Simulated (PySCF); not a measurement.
## A study: Ga(H2O)Cl3 (Cl$_{3}$GaH$_{2}$O)

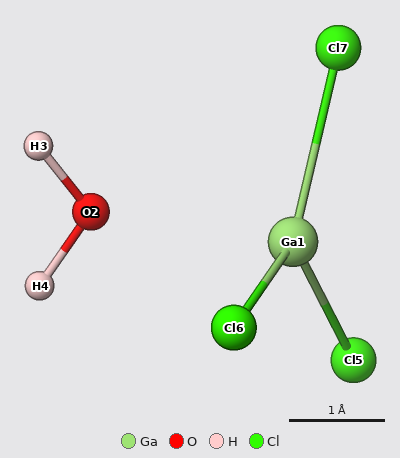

The molecule, with its atoms numbered as below. No frequency check shows the geometry to be a minimum.

Geometry (Å), atoms numbered from 1:

```
Ga1     -0.0002   -0.0177    0.1577
O2       0.0167   -0.0393   -2.1577
H3       0.8186    0.2357   -2.6175
H4      -0.7531    0.3075   -2.6235
Cl5     -1.7766   -1.1205    0.3298
Cl6     -0.1076    2.0813    0.3585
Cl7      1.8728   -0.9419    0.3478
```

## 1. Bonding charge

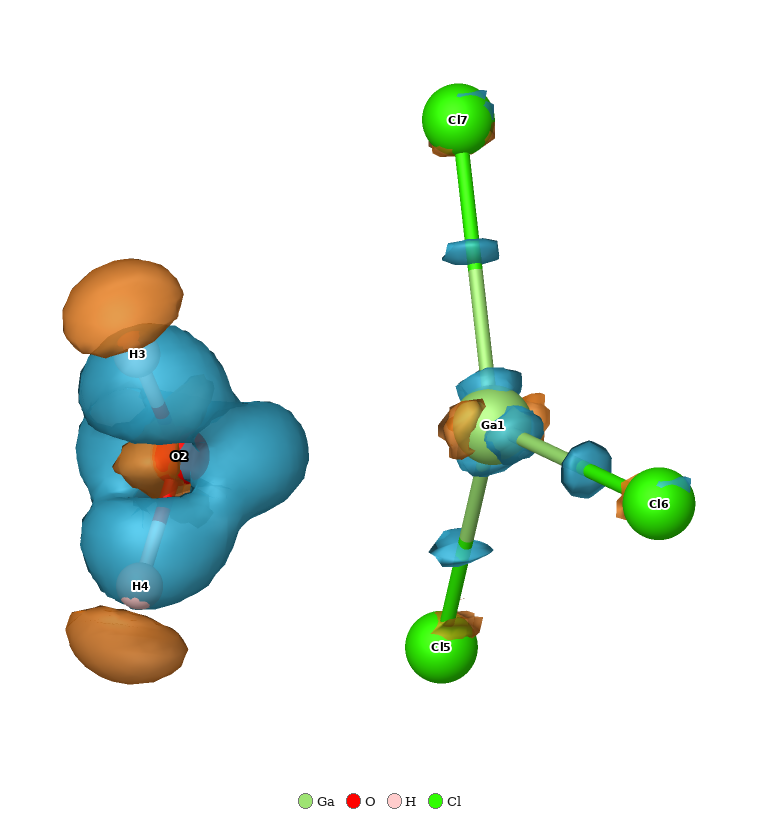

Deformation density (molecule less spherical, spin-averaged free atoms at the same positions), surfaces at ±0.1 e/Å³; light blue: gain, orange: loss.

Computed with PySCF, BLYP/def2-SVPD, geometry: GFN2-xTB.

> How much density has each bond gained at its critical point, relative to the free atoms?

O2–H4: +0.75 e/Å³ at the bond critical point (bond length 0.96 Å). O2–H3: +0.75 e/Å³ at the bond critical point (bond length 0.96 Å). Ga1–Cl5: +0.05 e/Å³ at the bond critical point (bond length 2.10 Å). Ga1–Cl7: +0.05 e/Å³ at the bond critical point (bond length 2.10 Å). Ga1–Cl6: +0.05 e/Å³ at the bond critical point (bond length 2.11 Å). Ga1–O2: −0.04 e/Å³ at the bond critical point (bond length 2.32 Å). In all, 1.4 electrons gather in the regions of gain relative to the promolecule. A small or negative value marks a very polar bond, one between electron-rich atoms, whose free-atom densities already overlap strongly, a long bond to a heavier atom, or a closed-shell contact such as a hydrogen bond.

> Where do the Hirshfeld charges lie?

The highest Hirshfeld charge is on Ga1 (+0.39 e), the lowest on Cl6 (−0.20 e).

| atom | charge (e) |
| --- | --- |
| Ga1 | +0.39 |
| O2 | −0.18 |
| H3 | +0.19 |
| H4 | +0.19 |
| Cl5 | −0.19 |
| Cl6 | −0.20 |
| Cl7 | −0.19 |

## 2. Bond critical points

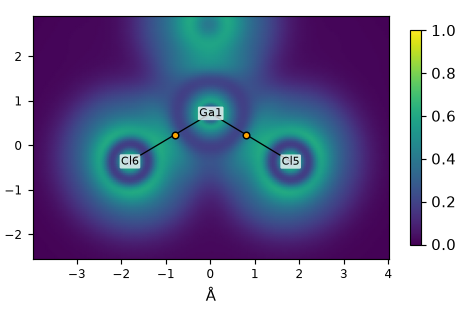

Localised orbital locator (LOL) in the plane of Ga1, Cl5 and Cl6, with bond paths and bond critical points (dots).

> What values does LOL take at the bond critical points in this plane?

Ga1–Cl6: about 0.38; Ga1–Cl5: about 0.38. Values above 0.5 mark slow, localised electrons, as in shared pairs; low values at a critical point mark a polar or closed-shell contact whose critical point lies between the shells.

> Where along Ga1–Cl6 does the critical point lie?

0.94 Å from Ga1 and 1.17 Å from Cl6.

## 3. Electrostatic potential

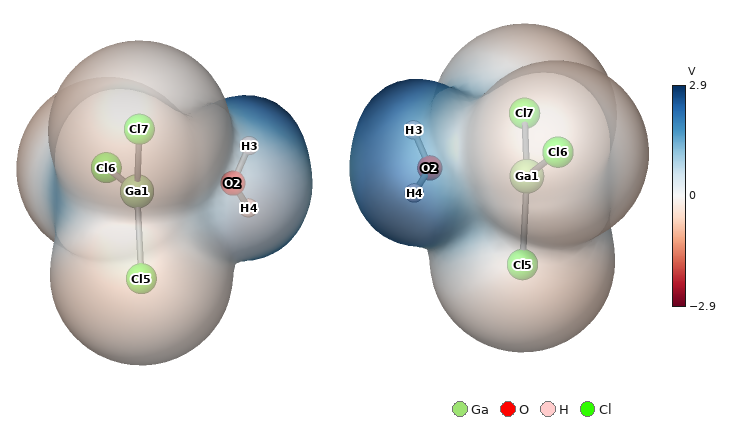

Electrostatic potential on the surface of electron density 0.001 a.u. (back view left, front view right).

> Where are the extremes of the potential on the surface?

Highest: 2.86 V, 1.2 Å from H3. Further maxima include 1.54 V, 2.0 Å from Ga1; 0.31 V, near O2 (2.17 Å), Ga1 (2.21 Å) and Cl7 (2.34 Å). Lowest: −0.57 V, 2.1 Å from Cl5. The surface is sampled at points, so like sites can differ by a few per cent and only the strongest of them is named.

## 4. Excited states

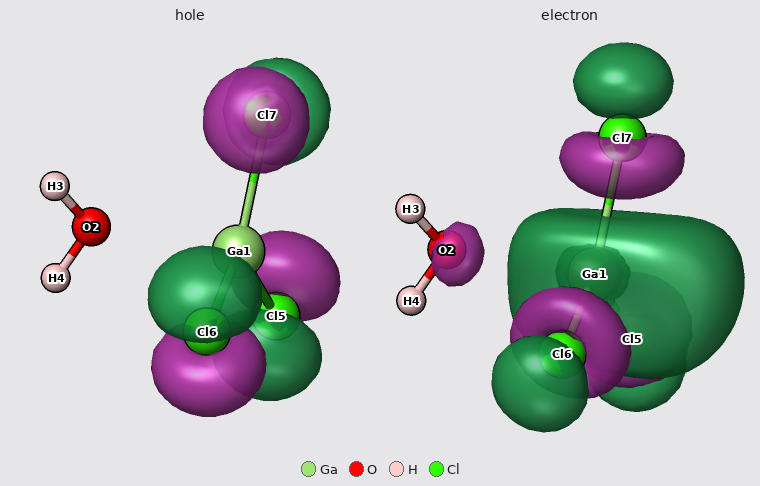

Leading natural transition orbital pair of S₁ (TDA singlet states); the surfaces enclose about 70 % of each orbital's density.

PySCF calculation, ωB97X/def2-SVP, gas phase; geometry: GFN2-xTB. Without diffuse functions Rydberg states are missing, so the states' numbers hold for this basis only.

> Where does the state lie, and where do hole and electron sit?

7.38 eV (168 nm), f = 0.000 (very weak); the leading pair carries 97 %; hole on Cl6 (35 %), Cl5 (32 %) and Cl7 (28 %), electron on Ga1 (45 %) and Cl5, Cl6 and Cl7 (17 % each); their centroids lie 0.2 Å apart. In canonical orbitals it is mainly HOMO → LUMO (89 %). The HOMO–LUMO gap is 12.73 eV.
